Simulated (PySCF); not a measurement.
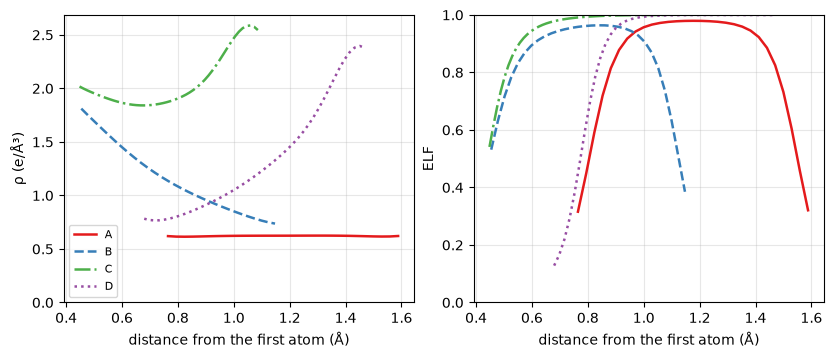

Figure. C2H12Si4 (SMILES C[Si]1(C)[SiH2][SiH2][SiH2]1). Electron density and ELF along straight lines between neighbouring atoms. The curves leave out the atomic cores.

Geometry: GFN2-xTB.

These are results of PySCF 2.14.0, wB97X-D/def2-SVPD, SCF density, gas phase, not measurements.

Input file:

```
{"job": {"kind": "uv", "xc": "wB97X-D", "basis": "def2-SVPD", "nstates": 8, "ntriplets": 3}, "charge": 0, "multiplicity": 1}
C     -1.816970     0.738803     1.297391
Si    -0.634453     0.036554    -0.031700
C     -1.743472    -0.533948    -1.482355
Si     1.168379     1.465580    -0.638127
Si     2.687648    -0.154220     0.138189
Si     0.921560    -1.583421     0.749855
H     -2.522725    -0.009960     1.647552
H     -1.254513     1.087363     2.158678
H     -2.392499     1.580743     0.921903
H     -1.136622    -0.947365    -2.282737
H     -2.448376    -1.302348    -1.175572
H     -2.318339     0.288431    -1.900112
H      1.281520     1.820148    -2.060743
H      1.237901     2.777829     0.021597
H      3.623897    -0.685390    -0.861535
H      3.584340     0.266543     1.223432
H      0.852059    -1.942632     2.173635
H      0.901904    -2.896393     0.088992
```

Launched as:

```sh
OMP_NUM_THREADS=1 python probes_run.py task.json out
```

Question: Which curve belongs to which contact (C–H, C–Si, Si–H and Si–Si)? The first atom named is at distance zero.

Answer: Curve A: Si–Si (2.35 Å): ρ at the midpoint is about 0.62 e/Å³; the ELF peaks at about 1 between the atoms; localised, covalent bonding. Curve B: C–Si (1.91 Å): ρ at the midpoint is about 0.9 e/Å³; the ELF peaks at about 0.95 between the atoms, as expected for localised, covalent bonding. Curve C: C–H (1.09 Å): the density is about 1.9 e/Å³ at the midpoint; the ELF climbs to about 1 towards the hydrogen, as it does in any bond to H (a covalent bond by its length). Curve D: Si–H (1.47 Å): ρ is about 0.77 e/Å³ halfway; the ELF climbs to about 1 towards the hydrogen.
